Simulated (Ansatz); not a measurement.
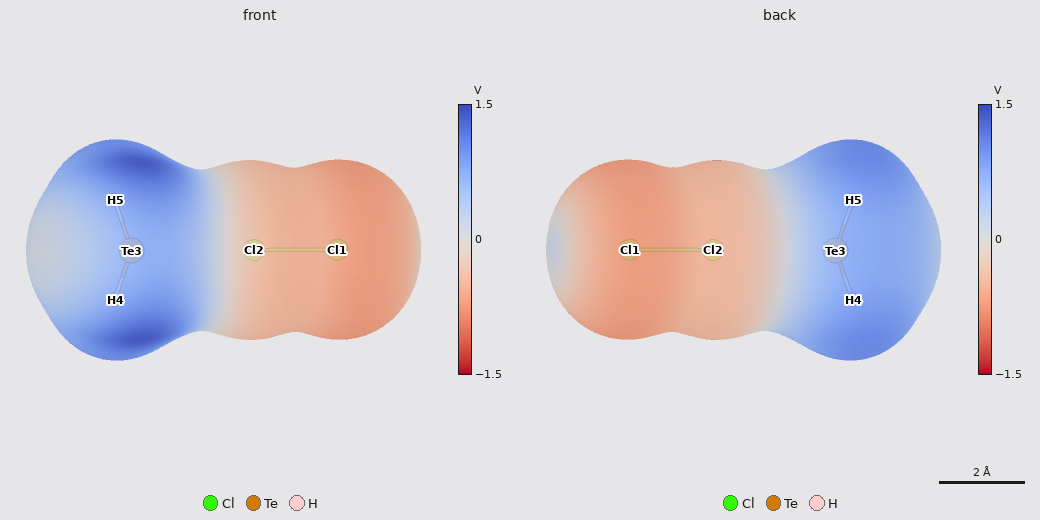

*Cl$_{2}$···H$_{2}$Te (SMILES ClCl.[TeH2]). The molecular electrostatic potential painted on the density surface at 0.001 e/bohr³, seen from the front and from behind; the colour scale runs from red (negative) to blue (positive).*

Geometry: PBE0-D4/def2-TZVP; core potentials replace the inner electrons of Te.

Level of theory: RKS PBE0-D4/def2-TZVPPD (Ansatz).

```yaml
atoms:
  - { symbol: Cl, position_ang: [-0.2842, -0.0473, -3.5017] }
  - { symbol: Cl, position_ang: [0.1366, 0.1041, -1.4879] }
  - { symbol: Te, position_ang: [0.7236, 0.3119, 1.4611] }
  - { symbol: H, position_ang: [0.2226, -1.2418, 1.7372] }
  - { symbol: H, position_ang: [-0.7986, 0.8731, 1.7914] }
```

Which sites attract a positive test charge, and which a negative one?

Answer. A positive charge is drawn to the negative regions and a negative charge to the positive ones. The most negative region (about −0.7 V) lies over Cl1, the most positive (about +1.4 V) over Te3. Cl1 shows a σ-hole: about +0.2 V at the tip opposite its bond, against about −0.7 V on its flanks.
